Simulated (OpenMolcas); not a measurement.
# [BH3]− (SMILES [BH3-]): levels of theory compared

We compute a comparison of 6 runs (UHF/3-21G, U-r2SCAN/3-21G, UM06-2X/3-21G, UPBE/3-21G, ROMP2/3-21G, ROCCSD(T)/3-21G) of [BH3]−. 

Program for the calculation: OpenMolcas 26.06.

1 further run of the same task is left out (set aside as unsound or not needed).

### 1 The molecule

[BH3]−: 4 atoms, total charge -1, spin state doublet. SMILES: `[BH3-]`. The B1–H3 distance was set to 1.567 Å, away from the relaxed value.

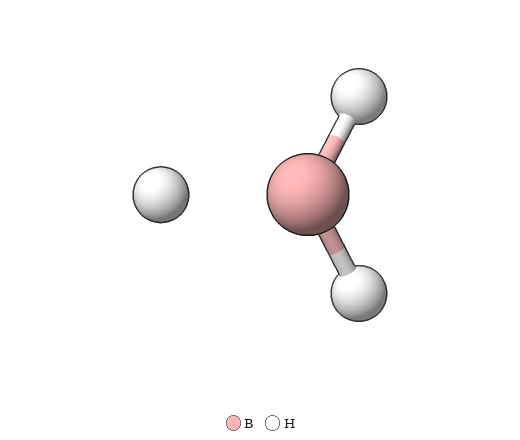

The structure, seen from a chosen angle (boron pink, hydrogen white).

### 2 The energy at UHF/3-21G (run 1)

File mol.inp:

```
&GATEWAY
  BasLib = $CurrDir
  Coord
  4
  angstrom
  B        0.257854       0.243631      -0.321855
  H        1.024504       0.733521       0.540435
  H       -0.279230      -1.161080       0.118390
  H       -0.680846       1.026821      -0.601135
  Basis = 3-21G
  Group = NoSym

&SEWARD

&SCF
  UHF
  Charge = -1
  Spin = 2
  Thresholds = 1e-10 1e-07 1e-07 1e-05
  PrOrbitals = 1 1
```

The basis set 3-21G is read from a file made from the Basis Set Exchange's data (not shown).

Command:

```bash
export MOLCAS_MEM=1860
pymolcas mol.inp > mol.log
```

The log of the run:

```text
--- Start Module: gateway ---
[...]
--- Stop Module: gateway /rc=_RC_ALL_IS_WELL_ ---
--- Start Module: seward ---
[...]
      Basis functions           15
--- Stop Module: seward /rc=_RC_ALL_IS_WELL_ ---
--- Start Module: scf ---
[...]
       Convergence after  17 Iterations
[...]
::    Total SCF energy                                -26.1612618887
[...]
      Total spin, S                                     0.5068023046
[...]
      Total electronic charge=    9.000000
      Total            charge=   -1.000000
[...]
      Dipole Moment (debye):
      Origin of the operator (angstrom)=    0.2069    0.2342   -0.2484
                   X=  2.7766E-01               Y=  8.9936E-01               Z= -1.8057E-01           Total=  9.5841E-01
      Center of Charge (angstrom)
[...]
--- Stop Module: scf /rc=_RC_ALL_IS_WELL_ ---
[...]
```

Run time: 1.8 s. Hardware: 1 thread of Intel Xeon Platinum 8488C (Sapphire Rapids), shared host; peak memory 0.37 GiB.

### 3 A single-point energy at U-r2SCAN/3-21G (run 2)

File mol.input:

```
&GATEWAY
 BasLib = $CurrDir
 Coord
 4
 angstrom
 B        0.257854       0.243631      -0.321855
 H        1.024504       0.733521       0.540435
 H       -0.279230      -1.161080       0.118390
 H       -0.680846       1.026821      -0.601135
 Basis = 3-21G
 Group = NoSym

&SEWARD
 GridInput
 Grid=UltraFine
 End of Grid

&SCF
 UHF
 Charge = -1
 Spin = 2
 KSDFT = 2
 1.0 MGGA_X_R2SCAN
 1.0 MGGA_C_R2SCAN
 Thresholds = 1e-10 1e-07 1e-07 1e-05
 PrOrbitals = 1 1
```

The basis set 3-21G is read from a file made from the Basis Set Exchange's data (not shown).

Command:

```bash
export MOLCAS_MEM=1860
pymolcas mol.input > mol.log
```

The log of the run:

```text
--- Start Module: gateway ---
[...]
--- Stop Module: gateway /rc=_RC_ALL_IS_WELL_ ---
--- Start Module: seward ---
[...]
      Basis functions           15
--- Stop Module: seward /rc=_RC_ALL_IS_WELL_ ---
--- Start Module: scf ---
[...]
       Convergence after  15 Iterations
[...]
::    Total KS-DFT energy                             -26.3822262919
[...]
      Total spin, S                                     0.5031375133
[...]
      Total electronic charge=    9.000000
      Total            charge=   -1.000000
[...]
      Dipole Moment (debye):
      Origin of the operator (angstrom)=    0.2069    0.2342   -0.2484
                   X=  1.1412E-01               Y=  8.0461E-01               Z=  3.8736E-02           Total=  8.1359E-01
      Center of Charge (angstrom)
[...]
--- Stop Module: scf /rc=_RC_ALL_IS_WELL_ ---
[...]
```

Wall time 6.9 s (1 thread of Intel Xeon Platinum 8488C (Sapphire Rapids), shared host); peak memory 0.37 GiB.

### 4 A single-point energy at UM06-2X/3-21G (run 3)

File mol.input:

```
&gateway
  baslib
  $CurrDir
  coord
  4
  angstrom
  B        0.257854       0.243631      -0.321855
  H        1.024504       0.733521       0.540435
  H       -0.279230      -1.161080       0.118390
  H       -0.680846       1.026821      -0.601135
  basis
  3-21G
  group
  NoSym

&seward
  gridinput
  Grid=UltraFine
  End of Grid

&scf
  uhf
  charge
  -1
  spin
  2
  ksdft
  M062X
  thresholds
  1e-10 1e-07 1e-07 1e-05
  prorbitals
  1 1
```

The basis set 3-21G is read from a file made from the Basis Set Exchange's data (not shown).

Command:

```bash
export MOLCAS_MEM=1860
pymolcas mol.input > mol.log
```

The log of the run:

```text
--- Start Module: gateway ---
[...]
--- Stop Module: gateway /rc=_RC_ALL_IS_WELL_ ---
--- Start Module: seward ---
[...]
      Basis functions           15
--- Stop Module: seward /rc=_RC_ALL_IS_WELL_ ---
--- Start Module: scf ---
[...]
       Convergence after  15 Iterations
[...]
::    Total KS-DFT energy                             -26.3728958120
[...]
      Total spin, S                                     0.5022864045
[...]
      Total electronic charge=    9.000000
      Total            charge=   -1.000000
[...]
      Dipole Moment (debye):
      Origin of the operator (angstrom)=    0.2069    0.2342   -0.2484
                   X=  1.4546E-01               Y=  8.4717E-01               Z=  2.9723E-03           Total=  8.5957E-01
      Center of Charge (angstrom)
[...]
--- Stop Module: scf /rc=_RC_ALL_IS_WELL_ ---
[...]
```

Run time: 7.2 s. Hardware: 1 thread of Intel Xeon Platinum 8488C (Sapphire Rapids), shared host; peak memory 0.37 GiB.

Runs 4 to 5 aren't shown in full; the table further down has their settings and results.

### 5 The energy at ROCCSD(T)/3-21G (run 6)

File mol.inp:

```
&GATEWAY
 BasLib=$CurrDir
 Coord
 4
 angstrom
 B        0.257854       0.243631      -0.321855
 H        1.024504       0.733521       0.540435
 H       -0.279230      -1.161080       0.118390
 H       -0.680846       1.026821      -0.601135
 Basis=3-21G
 Group=NoSym

&SEWARD

&SCF
 UHF
 Charge=-1
 Spin=2
 Thresholds=1e-10 1e-07 1e-07 1e-05
 PrOrbitals=1 1

&RASSCF
 FileOrb=$Project.UnaOrb
 Spin=2
 Nactel=1 0 0
 Inactive=4
 Ras2=1
 OutOrbitals=Canonical
 OrbListing=Nothing

&MOTRA
 JobIph
 Frozen=1

&CCSDT
 CCT
 Triples=3
 Iterations=80
 Accuracy=1e-08
 Extrapolation=5 4
```

The basis set 3-21G is read from a file made from the Basis Set Exchange's data (not shown).

Command:

```bash
export MOLCAS_MEM=1860
pymolcas mol.inp > mol.log
```

The log of the run:

```text
--- Start Module: gateway ---
[...]
--- Stop Module: gateway /rc=_RC_ALL_IS_WELL_ ---
[...]
      Basis functions           15
[...]
       Convergence after  17 Iterations
[...]
::    Total SCF energy                                -26.1612618887
[...]
      Total spin, S                                     0.5068023046
[...]
      Number of active orbitals                  1
[...]
      Spin quantum number                      0.5
[...]
      Active orbitals                            1
[...]
      Number of CSFs                             1
[...]
      Number of root(s) required                 1
[...]
      Convergence after  7 iterations
[...]
      printout of CI-coefficients larger than  0.05 for root  1
      energy=     -26.159633
      conf/sym  1     Coeff  Weight
             1  u   1.00000 1.00000
      Natural orbitals and occupation numbers for root  1
      sym 1:   1.000000
      ************************************************************************************************************************
      *                                                    Final results                                                     *
[...]
::    RASSCF root number  1 Total energy:    -26.15963300
[...]
      Total electronic charge=    9.000000
      Total            charge=   -1.000000
[...]
      Dipole Moment (debye):
      Origin of the operator (angstrom)=    0.2069    0.2342   -0.2484
                   X=  2.6740E-01               Y=  9.3085E-01               Z= -1.5709E-01           Total=  9.8115E-01
      Center of Charge (angstrom)
[...]
--- Start Module: motra ---
[...]
      *** WARNING: Default frozen orbitals is overwritten by user input.
      *** Default values:   1
[...]
--- Stop Module: motra /rc=_RC_ALL_IS_WELL_ ---
--- Start Module: ccsdt ---
[...]
      Convergence after                    15  Iterations
      Total energy (diff) :     -26.24165926      -0.00000000
[...]
 METHOD                       : CCSD+T(CCSD)+<T3(1)WT1>+<T3(1)UT2> = CCSD(T)
[...]
       CCSD     =       -26.2416592570990
[...]
--- Stop Module: ccsdt /rc=_RC_ALL_IS_WELL_ ---
[...]
```

It took 2.8 s on 1 thread of Intel Xeon Platinum 8488C (Sapphire Rapids), shared host; peak memory 0.37 GiB.

### 6 The series

| run | level | integration grid | frozen core orbitals | energy (Eh) | HOMO energy (eV) | LUMO energy (eV) | ⟨S²⟩ | wall time |
| --- | --- | --- | --- | --- | --- | --- | --- | --- |
| 1 | UHF/3-21G | – | – | -26.161262 | -0.73 | 10.88 | 0.764 | 1.8 s |
| 2 | U-r2SCAN/3-21G | UltraFine | – | -26.382226 | 3.17 | 6.46 | 0.756 | 6.9 s |
| 3 | UM06-2X/3-21G | UltraFine | – | -26.372896 | 1.70 | 7.46 | 0.755 | 7.2 s |
| 4 | UPBE/3-21G | UltraFine | – | -26.344269 | 3.65 | 5.91 | 0.753 | 5.4 s |
| 5 | ROMP2/3-21G | – | 1 | -26.222519 | – | – | – | 2.5 s |
| 6 | ROCCSD(T)/3-21G | – | 1 | -26.243104 | – | – | – | 2.8 s |

### 7 Results

| quantity | value |
| --- | --- |
| run 6: total energy | -26.24310 Eh |
| run 6: (T) correction | -1.44 mEh |

What this shows: Totals of different functionals can't be ranked against each other. In runs 2, 3, 4 the HOMO lies above zero, so the outermost electron may be held by the basis alone. All runs together took 27 s, the longest 7.2 s.
